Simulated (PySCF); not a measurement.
```tsv
atom	x (Å)	y (Å)	z (Å)
B	-2.0606	1.9184	0.8947
N	-0.9947	1.0442	0.6225
B	-0.8122	0.1230	-0.4466
C	-1.9552	-0.1573	-1.5279
C	-2.9573	-1.0307	-0.9464
C	-3.7576	-1.7634	-0.4411
S	0.6883	-0.8412	-0.6443
C	1.8140	-0.3808	0.7569
C	2.8483	-1.4858	0.9030
C	2.4651	0.9663	0.4848
H	-2.0017	2.5816	1.8590
H	-2.9659	1.9873	0.1615
H	-0.2475	1.0734	1.3039
H	-2.4498	0.7624	-1.8477
H	-1.5538	-0.6497	-2.4183
H	-4.4763	-2.4014	-0.0210
H	1.1961	-0.3428	1.6592
H	3.4340	-1.5729	-0.0088
H	3.5185	-1.2639	1.7315
H	2.3610	-2.4396	1.0894
H	1.7216	1.7466	0.3328
H	3.0994	1.2496	1.3236
H	3.0814	0.9038	-0.4095
```

Geometry: GFN2-xTB.

These are results of PBE0/pcSseg-1, SCF density, gas phase, non-relativistic in PySCF 2.14.0, not measurements.

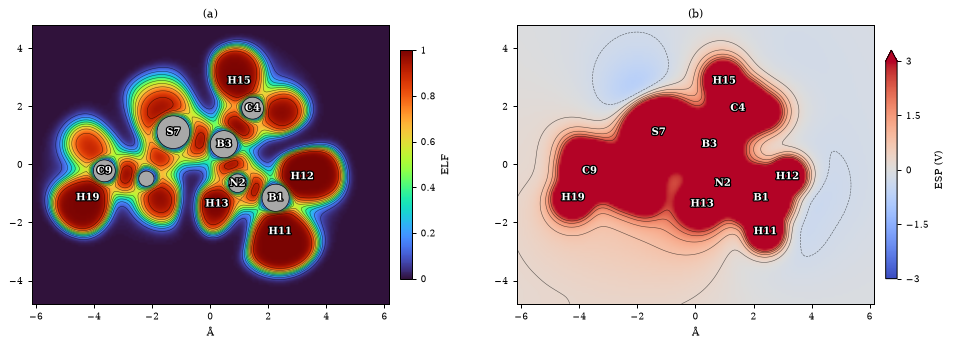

C$_{6}$H$_{13}$B$_{2}$NS (SMILES BNB(CC#C)SC(C)C). (a) electron localisation function; (b) electrostatic potential on the plane of atoms H11, B1 and H12. Grey discs cover the atomic cores in the ELF map.

Read the bonding off the picture.

Answer. Atoms in the plane: B, N, C, S and H.
B–N (1.41 Å): the ELF peaks at about 0.95 between the atoms, as expected for a polar covalent bond.
C–B (1.60 Å): the ELF peaks at about 1 between the atoms; a shared electron pair.
B–S (1.79 Å): the ELF peaks at about 0.95 between the atoms, as expected for a covalent bond.
N–H (1.01 Å): the ELF climbs to about 1 towards the hydrogen, as it does in any bond to H (an ordinary covalent bond to hydrogen).
The ELF also peaks beside S7, away from the bonds: lone-pair regions.
Outside the dense part of the molecule the potential is most negative (−0.7 V) near S7.
